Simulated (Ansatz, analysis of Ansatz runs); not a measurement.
## A hop of H in Na2WO4 (Fd-3m), charge +1

Wanted: path and barrier of a jump of H in Na2WO4 (Fd-3m) at charge +1. The case: H turning about O, in a cell of 56 host atoms with 1 H put in.

Method: plane-wave PAW DFT, PBEsol; nudged elastic band between two relaxed defect structures at fixed charge in a uniform background, in Ansatz 0.2.0.

### 1. The starting structure

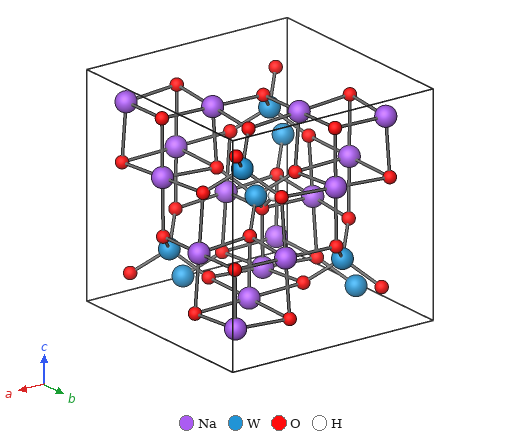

The starting structure, seen from a free direction (sodium purple, tungsten blue, oxygen red, hydrogen white).

The cell holds 57 atoms: 16 Na, 8 W, 32 O and 1 H. Its edges and angles: a = 9.109 Å, b = 9.109 Å, c = 9.109 Å, α = 90.0°, β = 90.0°, γ = 90.0°. It derives from Na2WO4 (space group Fd-3m). Nearest the centre at fractional (0.425, 0.425, 0.464): H57 at 0.50 Å, O53 at 0.86 Å, W24 at 1.02 Å, O47 at 2.22 Å, O42 at 2.22 Å, O52 at 2.53 Å, Na5 at 2.88 Å, Na1 at 2.88 Å. The cell carries charge +1.

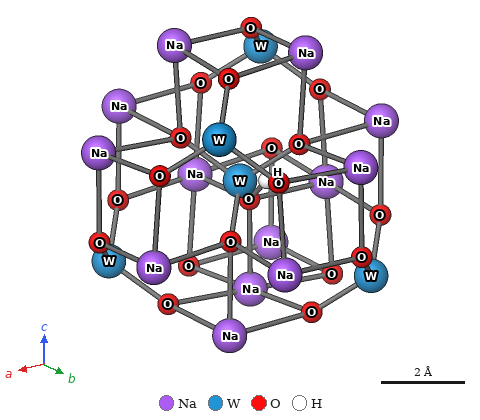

The atoms within 5 Å of the centre.

The cell's shortest repeat is 9.1 Å.

### 2. Relaxation of the start point, charge +1

The ends come first: from an unrelaxed start the top is counted from too high an energy, and the barrier comes out too low. Small random displacements break the symmetry of the ideal sites, so that the defect can distort if it gains by it. The charge of +1 is set by the electron count, and a uniform background keeps the cell neutral.

Contents of qp1_c56k1.start/input.yaml:

```yaml
crystal:
  lattice:
    - [9.10910604, 0.0, 0.0]
    - [0.0, 9.10910604, 0.0]
    - [0.0, 0.0, 9.10910604]
  atoms:
    - { symbol: Na, position: [0.125, 0.375, 0.375] }
    - { symbol: Na, position: [0.125, 0.875, 0.875] }
    - { symbol: Na, position: [0.625, 0.375, 0.875] }
    - { symbol: Na, position: [0.625, 0.875, 0.375] }
    - { symbol: Na, position: [0.375, 0.125, 0.375] }
    - { symbol: Na, position: [0.375, 0.625, 0.875] }
    - { symbol: Na, position: [0.875, 0.125, 0.875] }
    - { symbol: Na, position: [0.875, 0.625, 0.375] }
    - { symbol: Na, position: [0.375, 0.375, 0.125] }
    - { symbol: Na, position: [0.375, 0.875, 0.625] }
    - { symbol: Na, position: [0.875, 0.375, 0.625] }
    - { symbol: Na, position: [0.875, 0.875, 0.125] }
    - { symbol: Na, position: [0.125, 0.125, 0.125] }
    - { symbol: Na, position: [0.125, 0.625, 0.625] }
    - { symbol: Na, position: [0.625, 0.125, 0.625] }
    - { symbol: Na, position: [0.625, 0.625, 0.125] }
    - { symbol: W, position: [0.25, 0.25, 0.75] }
    - { symbol: W, position: [0.25, 0.75, 0.25] }
    - { symbol: W, position: [0.75, 0.25, 0.25] }
    - { symbol: W, position: [0.75, 0.75, 0.75] }
    - { symbol: W, position: [0.0, 0.0, 0.5] }
    - { symbol: W, position: [0.0, 0.5, 0.0] }
    - { symbol: W, position: [0.5, 0.0, 0.0] }
    - { symbol: W, position: [0.5, 0.5, 0.5] }
    - { symbol: O, position: [0.36328797, 0.13671203, 0.63671203] }
    - { symbol: O, position: [0.36328797, 0.63671203, 0.13671203] }
    - { symbol: O, position: [0.86328797, 0.13671203, 0.13671203] }
    - { symbol: O, position: [0.86328797, 0.63671203, 0.63671203] }
    - { symbol: O, position: [0.13671203, 0.36328797, 0.63671203] }
    - { symbol: O, position: [0.13671203, 0.86328797, 0.13671203] }
    - { symbol: O, position: [0.63671203, 0.36328797, 0.13671203] }
    - { symbol: O, position: [0.63671203, 0.86328797, 0.63671203] }
    - { symbol: O, position: [0.13671203, 0.13671203, 0.86328797] }
    - { symbol: O, position: [0.13671203, 0.63671203, 0.36328797] }
    - { symbol: O, position: [0.63671203, 0.13671203, 0.36328797] }
    - { symbol: O, position: [0.63671203, 0.63671203, 0.86328797] }
    - { symbol: O, position: [0.36328797, 0.36328797, 0.86328797] }
    - { symbol: O, position: [0.36328797, 0.86328797, 0.36328797] }
    - { symbol: O, position: [0.86328797, 0.36328797, 0.36328797] }
    - { symbol: O, position: [0.86328797, 0.86328797, 0.86328797] }
    - { symbol: O, position: [0.38671203, 0.11328797, 0.11328797] }
    - { symbol: O, position: [0.38671203, 0.61328797, 0.61328797] }
    - { symbol: O, position: [0.88671203, 0.11328797, 0.61328797] }
    - { symbol: O, position: [0.88671203, 0.61328797, 0.11328797] }
    - { symbol: O, position: [0.11328797, 0.38671203, 0.11328797] }
    - { symbol: O, position: [0.11328797, 0.88671203, 0.61328797] }
    - { symbol: O, position: [0.61328797, 0.38671203, 0.61328797] }
    - { symbol: O, position: [0.61328797, 0.88671203, 0.11328797] }
    - { symbol: O, position: [0.11328797, 0.11328797, 0.38671203] }
    - { symbol: O, position: [0.11328797, 0.61328797, 0.88671203] }
    - { symbol: O, position: [0.61328797, 0.11328797, 0.88671203] }
    - { symbol: O, position: [0.61328797, 0.61328797, 0.38671203] }
    - { symbol: O, position: [0.38671203, 0.38671203, 0.38671203] }
    - { symbol: O, position: [0.38671203, 0.88671203, 0.88671203] }
    - { symbol: O, position: [0.88671203, 0.38671203, 0.88671203] }
    - { symbol: O, position: [0.88671203, 0.88671203, 0.38671203] }
    - { symbol: H, position: [0.385887, 0.463806, 0.463806] }
total_charge: 1
basis:
  ecutwfc: 420
  xc_grid: 2
hamiltonian:
  xc: pbesol
kpoints:
  mp_grid: { grid: [1, 1, 1] }
scf:
  occupations: { method: fixed }
  max_iter: 150
output:
  forces: true
relax:
  f_tol: 0.02
  max_steps: 70
  random_displacement: { amplitude: 0.03, seed: 1157 }
```

Launch:

```console
$ ansatz run input.yaml --threads 32 --pin off --max-ram 84787MiB --backend cuda --events-out ev --progress --plain --runs-dir out --max-vram 78GiB
```

Numbers of over 12 decimals in the logs are rounded to 6 here.

The log of the run:

```text
[... repeated set-up lines and file paths are left out, and long positions are rounded to six places ...]
The last accepted step is kept in <dir> (removed where the run ends without a failure and the disk answers)
Engine: ansatz 0.2.0, aarch64-unknown-linux-gnu
Pseudopotentials: kind: paw
Pseudopotential: Na, paw, valence charge 9, recommended cutoff 420 eV (normal), Na.paw.azcp
Pseudopotential: W, paw, valence charge 14, recommended cutoff 420 eV (normal), W.paw.azcp
Pseudopotential: O, paw, valence charge 6, recommended cutoff 420 eV (normal), O.paw.azcp
Pseudopotential: H, paw, valence charge 1, recommended cutoff 420 eV (normal), H.paw.azcp
Functional definition: PBEsol
  exchange = pbesol_x
  correlation = pbesol_c
[...]
Crystal: 57 atoms, lattice volume = 755.835 Å³
Basis set: ecut = 420 eV, 14771 PW (Γ), exchange–correlation on 128×128×128 points (8 copies of the dense FFT grid, shifted against one another)
Bands: 281, of which v1, the nominal top of the filled ones, is band 224 counted from 1 (223 counted from 0)
Symmetry: 1 space group operations
k-points: 1
Non-local potential: Na, projectors of the file, l = 0: 3, l = 1: 2, l = 2: 1
Non-local potential: W, projectors of the file, l = 0: 3, l = 1: 2, l = 2: 2, l = 3: 1
Non-local potential: O, projectors of the file, l = 0: 2, l = 1: 2, l = 2: 1
Non-local potential: H, projectors of the file, l = 0: 2, l = 1: 1
PAW form: soft (Blöchl's): semilocal exchange-correlation on the pseudo side does not see the compensation charge
PAW frozen core: Na, regenerated for the run's functional, and the local potential with it (the file was generated under x = pbe(κ = 0.804, μ = 0.219515), c = pbe(β = 0.066725))
PAW frozen core: W, regenerated for the run's functional, and the local potential with it (the file was generated under x = pbe(κ = 0.804, μ = 0.219515), c = pbe(β = 0.066725))
PAW frozen core: O, regenerated for the run's functional, and the local potential with it (the file was generated under x = pbe(κ = 0.804, μ = 0.219515), c = pbe(β = 0.066725))
PAW one-centre angular grid: Na, 110 points (default); XC on 64 Gauss nodes
PAW one-centre angular grid: W, 590 points (default); XC on 64 Gauss nodes
PAW one-centre angular grid: O, 110 points (default); XC on 64 Gauss nodes
PAW one-centre angular grid: H, 110 points (default); XC on 64 Gauss nodes
Initial density: superposition of atomic densities (neutral atoms scaled as one to the charged cell's electrons: chi_scale 0, normalization atom), corrected by the library's trained network
Initial wavefunctions: pseudopotential atomic-orbital guess
[...]
Functional: x = pbesol(κ = 0.804, μ = 0.123457), c = pbesol(β = 0.046)
SCF iter   1: F=—  HF=-123666.299938 eV  |F-HF|=—  |Δ(HF+E_count)|=         —  Δρ=1.63e-2  dr2=2.76e0  ethr=1.77e-3  ⟨swp⟩=5.0  Hψ=805  notcnv=0  defer=55
preconditioner: auto → Resta (q_TF=auto, 2.501 Å⁻¹)  ε∞=3.4  [insulator: Δε(μ)=2.784 eV  Ē_g=16.273 eV  n_scr=202 (ndim 8)  ℏωp=25.3 eV  f_vac=0.048  ε∞_Penn≈3.4]
SCF iter   2: F=—  HF=-123665.721230 eV  |F-HF|=—  |Δ(HF+E_count)|=   5.79e-1  Δρ=7.98e-3  dr2=6.30e-1  ethr=6.17e-4  ⟨swp⟩=3.0  Hψ=445  notcnv=0  defer=55
[...]
SCF iter   9: F=-123665.542810 eV  HF=-123665.542811 eV  |F-HF|=8.01e-7  |Δ(HF+E_count)|=   6.90e-6  Δρ=3.13e-5  dr2=7.32e-6  ethr=2.23e-9  ⟨swp⟩=5.0  Hψ=868  notcnv=0
SCF 1 converged in 9 iterations: F = -123665.542810 eV  dr2 = 7.32e-6
  greatest PAW one-centre occupation: 1.000 electrons in one spin orbital (limit 2), on the W atom at site 16 (counted from 0), in its partial waves of l = 0
relax step   1: F+E_penalty+E_count = -123665.54281021 eV  Δ(F+E_penalty+E_count) = +0.000e0 eV  max|allowed force component| = 2.796e1 eV/Å  Δτ_max = 0.0000 Å  (9 SCF iters, dr2 threshold 1.00e-5 eV, accepted)
[... the SCF cycles and remarks between the steps are left out from here to the last step ...]
relax step   2: F+E_penalty+E_count = -123671.73163869 eV  Δ(F+E_penalty+E_count) = -6.189e0 eV  max|allowed force component| = 1.014e1 eV/Å  Δτ_max = 0.1971 Å  (7 SCF iters, dr2 threshold 1.00e-4 eV, accepted)
relax step   5: F+E_penalty+E_count = -123674.69895812 eV  Δ(F+E_penalty+E_count) = -5.147e-1 eV  max|allowed force component| = 1.252e0 eV/Å  Δτ_max = 0.1949 Å  (6 SCF iters, dr2 threshold 1.00e-4 eV, accepted)
relax step   8: F+E_penalty+E_count = -123675.05595362 eV  Δ(F+E_penalty+E_count) = -1.956e-2 eV  max|allowed force component| = 1.703e-1 eV/Å  Δτ_max = 0.0414 Å  (5 SCF iters, dr2 threshold 1.00e-4 eV, accepted)
relax step  11: F+E_penalty+E_count = -123675.23697979 eV  Δ(F+E_penalty+E_count) = -7.319e-2 eV  max|allowed force component| = 2.813e-1 eV/Å  Δτ_max = 0.1945 Å  (6 SCF iters, dr2 threshold 8.54e-5 eV, accepted)
relax step  14: F+E_penalty+E_count = -123675.29185969 eV  Δ(F+E_penalty+E_count) = -3.493e-3 eV  max|allowed force component| = 2.535e-1 eV/Å  Δτ_max = 0.0846 Å  (10 SCF iters, accepted)
[...]
SCF 16 converged in 8 iterations: F = -123675.304311 eV  dr2 = 7.75e-8
[...]
relax step  17: F+E_penalty+E_count = -123675.30433367 eV  Δ(F+E_penalty+E_count) = -2.217e-5 eV  max|allowed force component| = 6.805e-2 eV/Å  Δτ_max = 0.0055 Å  (7 SCF iters, accepted)
[...]
SCF 19 converged in 4 iterations: F = -123675.304510 eV  dr2 = 6.71e-8
[...]
atoms:
    - { symbol: Na, position: [0.096240, 0.374850, 0.348864] }
    - { symbol: Na, position: [0.127448, 0.875674, 0.873233] }
    - { symbol: Na, position: [0.630984, 0.376595, 0.879995] }
    - { symbol: Na, position: [0.627669, 0.880054, 0.374670] }
    - { symbol: Na, position: [0.373505, 0.113738, 0.371717] }
    - { symbol: Na, position: [0.378621, 0.629223, 0.883039] }
    - { symbol: Na, position: [0.875766, 0.126253, 0.874790] }
    - { symbol: Na, position: [0.877140, 0.632199, 0.374344] }
    - { symbol: Na, position: [0.372631, 0.372571, 0.120151] }
    - { symbol: Na, position: [0.380877, 0.879089, 0.629054] }
    - { symbol: Na, position: [0.883484, 0.378219, 0.623823] }
    - { symbol: Na, position: [0.876742, 0.876816, 0.123629] }
    - { symbol: Na, position: [0.126145, 0.121566, 0.120740] }
    - { symbol: Na, position: [0.125703, 0.633132, 0.622654] }
    - { symbol: Na, position: [0.634113, 0.123709, 0.626920] }
    - { symbol: Na, position: [0.628405, 0.627915, 0.121556] }
    - { symbol: W, position: [0.259363, 0.249399, 0.747150] }
    - { symbol: W, position: [0.251338, 0.746553, 0.251335] }
    - { symbol: W, position: [0.743750, 0.253355, 0.251165] }
    - { symbol: W, position: [0.754916, 0.752422, 0.749961] }
    - { symbol: W, position: [0.003656, 0.004466, 0.497278] }
    - { symbol: W, position: [0.002883, 0.500438, -0.006294] }
    - { symbol: W, position: [0.502075, 0.001102, 0.001343] }
    - { symbol: W, position: [0.505921, 0.506738, 0.508939] }
    - { symbol: O, position: [0.375659, 0.134456, 0.641352] }
    - { symbol: O, position: [0.365625, 0.631259, 0.141080] }
    - { symbol: O, position: [0.860685, 0.142797, 0.139164] }
    - { symbol: O, position: [0.866906, 0.638486, 0.635619] }
    - { symbol: O, position: [0.165499, 0.365026, 0.613009] }
    - { symbol: O, position: [0.139954, 0.860509, 0.137016] }
    - { symbol: O, position: [0.628697, 0.366757, 0.139779] }
    - { symbol: O, position: [0.641585, 0.864408, 0.635531] }
    - { symbol: O, position: [0.137698, 0.142547, 0.856026] }
    - { symbol: O, position: [0.138005, 0.632365, 0.364333] }
    - { symbol: O, position: [0.630482, 0.141484, 0.365919] }
    - { symbol: O, position: [0.641396, 0.639343, 0.863057] }
    - { symbol: O, position: [0.369491, 0.363435, 0.860803] }
    - { symbol: O, position: [0.364995, 0.857602, 0.366236] }
    - { symbol: O, position: [0.852371, 0.369792, 0.365619] }
    - { symbol: O, position: [0.868260, 0.866161, 0.862773] }
    - { symbol: O, position: [0.387491, 0.114517, 0.113623] }
    - { symbol: O, position: [0.401780, 0.621668, 0.623569] }
    - { symbol: O, position: [0.892292, 0.119120, 0.610992] }
    - { symbol: O, position: [0.890983, 0.611450, 0.110414] }
    - { symbol: O, position: [0.116368, 0.384154, 0.103699] }
    - { symbol: O, position: [0.118226, 0.892106, 0.610026] }
    - { symbol: O, position: [0.620280, 0.395281, 0.618036] }
    - { symbol: O, position: [0.614764, 0.887831, 0.115293] }
    - { symbol: O, position: [0.116065, 0.118280, 0.382915] }
    - { symbol: O, position: [0.117341, 0.612689, 0.880525] }
    - { symbol: O, position: [0.615424, 0.114468, 0.888360] }
    - { symbol: O, position: [0.612121, 0.611942, 0.386121] }
    - { symbol: O, position: [0.365534, 0.385748, 0.415553] }
    - { symbol: O, position: [0.388366, 0.888193, 0.888279] }
    - { symbol: O, position: [0.889950, 0.387579, 0.879884] }
    - { symbol: O, position: [0.889086, 0.891035, 0.385531] }
    - { symbol: H, position: [0.283003, 0.373855, 0.496452] }
```

Wall time 10 s (1 × NVIDIA GB200 with 32 threads of Arm Neoverse V2, shared host); peak memory 0.93 GiB.

Relaxation path:

```csv
step,energy less that of the first step (eV),largest force component (eV/Å)
1,0.0000,27.9557
2,-6.1888,10.1354
3,-8.0282,4.5204
4,-8.6415,2.9412
5,-9.1561,1.2517
6,-9.3913,0.9107
7,-9.4936,0.7143
8,-9.5131,0.1703
9,-9.5460,0.2211
10,-9.6210,0.2923
11,-9.6942,0.2813
12,-9.7456,0.1993
13,-9.6809,0.6462
14,-9.7490,0.2535
15,-9.7607,0.0501
16,-9.7615,0.0350
17,-9.7615,0.0681
18,-9.7617,0.0126
19,-9.7617,0.0125
```

Relaxation step 13 was tried and not accepted.

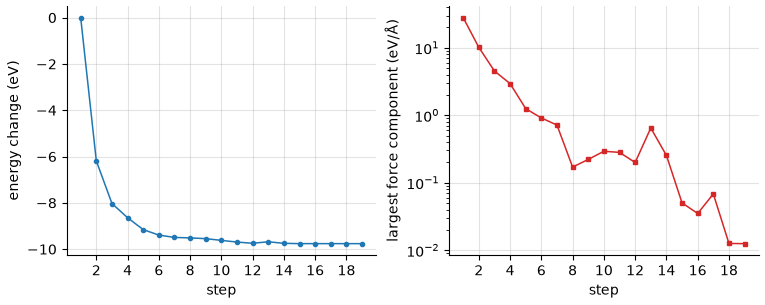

Energy and largest force along the relaxation.

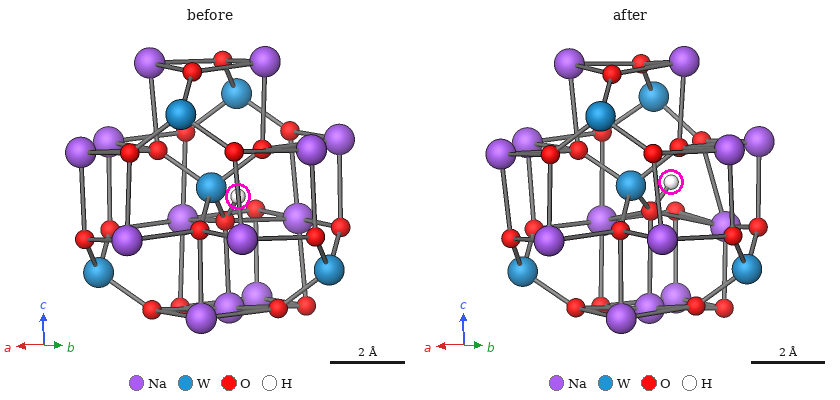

Before and after: the atoms that start within 5 Å of the centre. H57, which moves most, is ringed if it is among them.

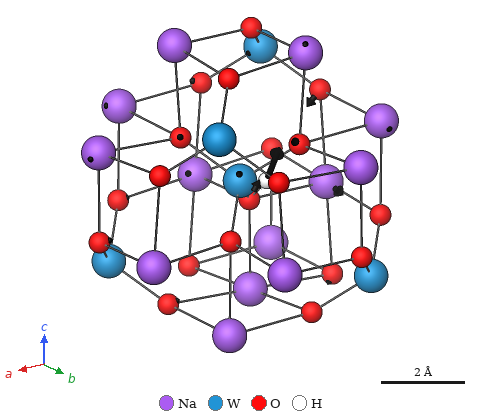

Displacements in the relaxation from the typed sites near the centre, scaled, the mean shift taken out; the longest in the cell stands for 1.28 Å.

The atoms that moved most (Å, from the sites as typed, ahead of the random displacement, the mean shift of all atoms taken out):

```
atom      dx      dy      dz  length
 H57  -0.940  -0.819   0.297   1.282
 Na1  -0.265  -0.001  -0.239   0.357
 O29   0.259   0.016  -0.216   0.338
 O53  -0.196  -0.009   0.262   0.328
 O42   0.134   0.077   0.093   0.180
 O39  -0.103   0.059   0.021   0.120
 O25   0.110  -0.020   0.042   0.119
 W24   0.051   0.062   0.081   0.114
```

Neighbours of H57 at the end:

```
atom  distance (Å)
 O53         1.058
 O29         1.510
 Na1         2.168
 W24         2.367
 W17         2.559
 O25         2.685
 Na5         2.754
 O42         2.758
```

This step gave:

| Property | Result |
| --- | --- |
| free energy | -123675.3045 eV |
| r.m.s. move of the farther half of the atoms | 0.03969 Å |
| largest move from the ideal geometry of this structure, a common shift of the far atoms taken out | 1.312 Å |

The relaxation gained 9.762 eV and ended with a largest force component of 0.012 eV/Å.

[end of part 1 of 3]

[Logs are printed without paths, hosts, clocks, repeated set-up lines and the standing remarks that a program may print on its own settings, such as how far it seeks lower states.]

[Hosts, paths, dates, database ids (printed as entryN), source tags and the programs' standing remarks are cut or masked in the printed files.]
